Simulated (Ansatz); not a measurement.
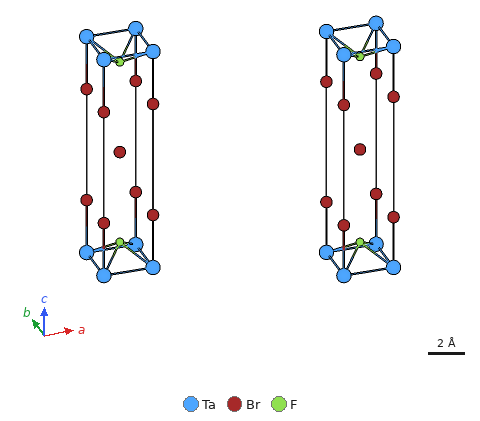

Two geometries of crystalline TaBr$_{3}$F$_{2}$ (a generated structure, set up in P4/mmm) (coarse preliminary run), drawn at one scale. One is the start of a relaxation, the other its converged end. Style: ball-and-stick. Shown: the cell of the calculation, from a free direction.

The calculation used DFT PBE, scalar-relativistic, plane waves, PAW in Ansatz. Settings: plane-wave cutoff 420 eV; k-point mesh 6 × 6 × 2; occupations gaussian; smearing width 0.1 eV; collinear spin; cell and atoms relaxed; force threshold 0.04 eV/Å; at most 70 steps.

**Which one is relaxed?**

The right one is the relaxed one. After 3 accepted moves (4 points after the start) the energy has fallen by 37.2 meV per cell of the calculation. Largest force component: 0.14 eV/Å at the start, 0.0017 eV/Å at the end. Pressure: 0.46 GPa at the start and 0.14 GPa at the end. At 1 point the geometry stayed and the basis and grid were re-selected for the new cell (energy shift of 9.4 meV per cell of the calculation at most each time). The largest moves relative to the cell, 0.22 Å, are those of Br atoms. By element the largest moves are Br 0.22 Å, F 0.04 Å. Ta stays in place. Cell: a = b 2.935 → 2.966 Å (+1.1 %), c 13.770 → 14.085 Å (+2.3 %). Volume +4.5 %. Some distances before and after: Br–Ta 3.345 → 3.206 Å, Ta–Ta 2.935 → 2.966 Å, F–Ta 2.372 → 2.384 Å. The space group stays P4/mmm (No. 123). The run took 120 s on 1 thread of Intel(R) Xeon(R) Processor @ 2.50GHz (Skylake/Cascade Lake), on a shared host, peak memory 0.49 GiB.

Limits of the set-up: layers or molecules are held without a dispersion correction, so their spacing is unreliable.
